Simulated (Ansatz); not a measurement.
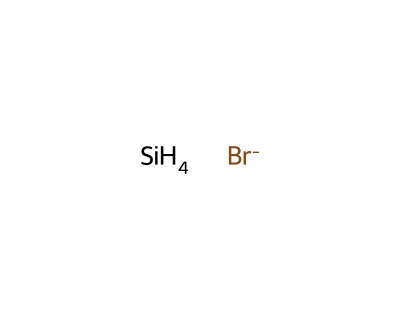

Figure made from data computed with Ansatz.

2D structure. The species has charge −1 and is a spin singlet.

Q: Give its SMILES.

A: [Br-].[SiH4]

Q: Give the formula, hydrogens included.

A: BrH4Si, charge -1.
